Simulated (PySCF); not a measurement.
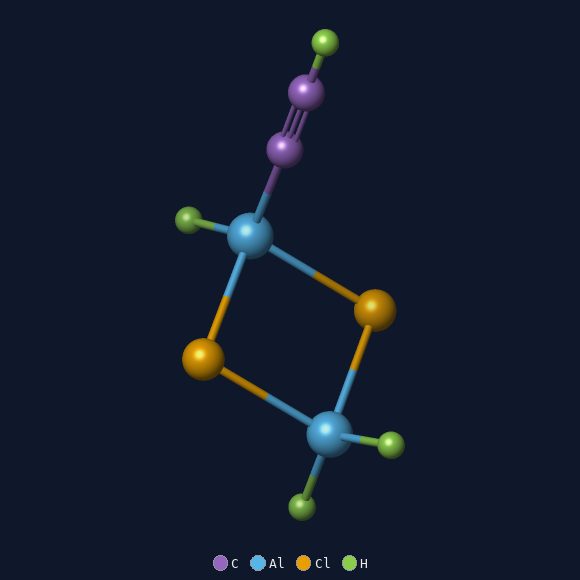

The geometry was computed by an optimisation with PBE0-D3(BJ)/def2-SVP. No frequency run is at hand to confirm it as a minimum. Program: PySCF 2.14.0.

At this fixed geometry, give polarisability (bohr³), lowest singlet excitation (eV), HOMO–LUMO gap (eV) at these levels: B3LYP/def2-SVPD; BHandHLYP/def2-SVPD; HF/def2-SVPD; LDA/def2-SVPD; PBE/def2-SVPD; PBE0/def2-SVPD.

```
              level  polarisability (bohr³)  lowest singlet excitation (eV)  HOMO–LUMO gap (eV)
    B3LYP/def2-SVPD                   100.8                            5.48                6.69
BHandHLYP/def2-SVPD                    96.8                            5.58                9.00
       HF/def2-SVPD                    92.8                            5.27               12.62
      LDA/def2-SVPD                   106.2                            5.08                5.04
      PBE/def2-SVPD                   104.4                            5.15                5.12
     PBE0/def2-SVPD                   100.1                            5.58                7.14
```
